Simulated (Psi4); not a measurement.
# BH3Cl− (SMILES [BH3-]Cl): MP2/def2-QZVPD (density fitting, density fitting for correlation, sweep point 6)

What is the energy change on altering one bond length of BH3Cl− at MP2/def2-QZVPD (density fitting, density fitting for correlation, sweep point 6)? 

The calculation is run with Psi4 1.11.

### 1 The molecule

BH3Cl−: 5 atoms, total charge -1, spin state singlet. As SMILES, `[BH3-]Cl`. The shape is that of a GFN2-xTB optimisation.

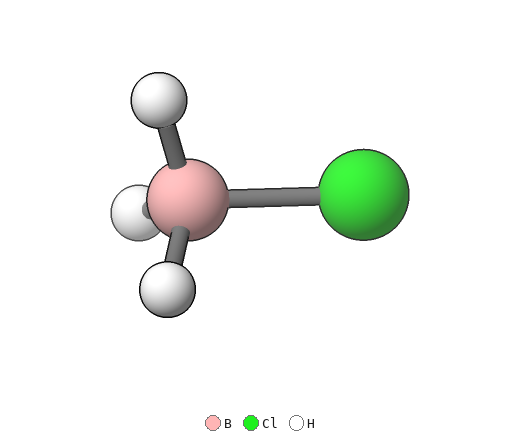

Viewed from a chosen angle; boron pink, chlorine green, hydrogen white.

### 2 The energy at MP2/def2-QZVPD (density fitting, density fitting for correlation, sweep point 6)

bclh3.inp

```
memory 1600 mb

molecule molecule1 {
  -1 1
  B      0.15569454    -0.09046119     0.25687047
  Cl    -1.59844374     0.93815453    -2.63989070
  H      2.31128623    -0.48116207    -0.38374668
  H     -0.86946299    -1.98676356     1.00671380
  H      0.00094486     1.62023228     1.76007202
  units bohr
  symmetry c1
}

set {
  puream          true
  scf_type        df
  num_frozen_docc 6
}

result = energy("mp2/def2-QZVPD")
```

Launch:

```sh
$ psi4 bclh3.inp bclh3.out -n 1
```

bclh3.out:

```text
[...]
  Running in c1 symmetry.
[...]
  Nuclear repulsion =   42.159747981441846
[...]
  Multiplicity = 1
[...]
  Nalpha       = 13
  Nbeta        = 13
[...]
    Number of basis functions: 241
[...]
   @DF-RHF iter   1:  -485.94325129022911   -5.88617e-01   1.35070e-03 DIIS/ADIIS
[...]
   @DF-RHF iter  10:  -486.00907024558660   -3.58114e-11   3.39252e-09 DIIS
[...]
    Orbital Energies [Eh]
    ---------------------
    Doubly Occupied:
       1A   -104.579748     2A    -10.306586     3A     -7.773469
       4A     -7.772756     5A     -7.772756     6A     -7.350581
       7A     -0.846465     8A     -0.476844     9A     -0.284096
      10A     -0.283911    11A     -0.260781    12A     -0.184805
      13A     -0.184660
[...]
  @DF-RHF Final Energy:  -486.00907024558660
   => Energetics <=
    Nuclear Repulsion Energy =             42.1597479814418463
    One-Electron Energy =                -760.1827235159928478
    Two-Electron Energy =                 232.0139052889644802
    Total Energy =                       -486.0090702455865994
[...]
 Multipole Moments:
 ------------------------------------------------------------------------------------
     Multipole            Electronic (a.u.)      Nuclear  (a.u.)        Total (a.u.)
 ------------------------------------------------------------------------------------
 L = 1.  Multiply by 2.5417464519 to convert [e a0] to [Debye]
 Dipole X            :         -2.4825267            1.9486359           -0.5338909
 Dipole Y            :          1.4582436           -1.1446960            0.3135476
 Dipole Z            :         -4.1003398            3.2185326           -0.8818072
 Magnitude           :                                                    1.0774672
[...]
```

It took 4.2 s on 1 thread of Intel Xeon Platinum 8488C (Sapphire Rapids), shared host; peak memory 0.45 GiB.

### 3 The distorted shape, same level

job.dat

```
memory 1600 mb

molecule system {
  -1 1
  B      1.03273155    -0.60475015     1.70519815
  Cl    -1.59844374     0.93815453    -2.63989070
  H      3.18832324    -0.99545103     1.06458099
  H      0.00757402    -2.50105253     2.45504147
  H      0.87798188     1.10594332     3.20839969
  units au
  symmetry c1
}

set {
  basis           def2-QZVPD
  reference       rhf
  puream          true
  scf_type        df
  num_frozen_docc 6
}

energy('mp2')
print_variables()
```

Launch:

```sh
$ psi4 -i job.dat -o job.out -n 1
```

job.out:

```text
[...]
  Running in c1 symmetry.
[...]
  Nuclear repulsion =   31.402341662255587
[...]
  Multiplicity = 1
[...]
  Nalpha       = 13
  Nbeta        = 13
[...]
    Number of basis functions: 241
[...]
   @DF-RHF iter   1:  -485.93533381526072   -1.07148e+00   1.25058e-03 ADIIS/DIIS
[...]
   @DF-RHF iter  10:  -485.98524725392321   -9.66338e-11   7.20327e-09 DIIS
[...]
    Orbital Energies [Eh]
    ---------------------
    Doubly Occupied:
       1A   -104.547863     2A    -10.271465     3A     -7.737970
       4A     -7.737749     5A     -7.737749     6A     -7.445110
       7A     -0.775545     8A     -0.527088     9A     -0.306021
      10A     -0.305690    11A     -0.195313    12A     -0.188560
      13A     -0.188557
[...]
  @DF-RHF Final Energy:  -485.98524725392321
   => Energetics <=
    Nuclear Repulsion Energy =             31.4023416622555871
    One-Electron Energy =                -738.8458205394183551
    Two-Electron Energy =                 221.4582316232395556
    Total Energy =                       -485.9852472539232053
[...]
 Multipole Moments:
 ------------------------------------------------------------------------------------
     Multipole            Electronic (a.u.)      Nuclear  (a.u.)        Total (a.u.)
 ------------------------------------------------------------------------------------
 L = 1.  Multiply by 2.5417464519 to convert [e a0] to [Debye]
 Dipole X            :         -2.5679878            2.6859230            0.1179352
 Dipole Y            :          1.5082344           -1.5770365           -0.0688021
 Dipole Z            :         -4.2413924            4.4360790            0.1946866
 Magnitude           :                                                    0.2377925
[...]
```

It took 3.6 s on 1 thread of Intel Xeon Platinum 8488C (Sapphire Rapids), shared host; peak memory 0.45 GiB.

### 4 What came out

Level: MP2/def2-QZVPD (density fitting, density fitting for correlation, sweep point 6), 6 core orbitals frozen.

```
                                                              quantity          value
                                             first shape: total energy  -486.37954 Eh
                      first shape: HOMO energy (Hartree–Fock orbitals)       -5.02 eV
                      first shape: LUMO energy (Hartree–Fock orbitals)        4.28 eV
    first shape: HOMO–LUMO gap (to an unbound level, set by the basis)        9.31 eV
              first shape: correlation energy (6 core orbitals frozen)     -370.5 mEh
                                         distorted shape: total energy  -486.33993 Eh
                  distorted shape: HOMO energy (Hartree–Fock orbitals)       -5.13 eV
                  distorted shape: LUMO energy (Hartree–Fock orbitals)        4.55 eV
distorted shape: HOMO–LUMO gap (to an unbound level, set by the basis)        9.68 eV
          distorted shape: correlation energy (6 core orbitals frozen)     -354.7 mEh
    energy change with the B1–Cl2 bond stretched from 1.873 to 2.809 Å       1.078 eV
```

In words: With the B1–Cl2 bond stretched from 1.873 to 2.809 Å the energy rises by 1.08 eV (104 kJ/mol). The first shape isn't relaxed at this level, so the change isn't measured from a minimum.
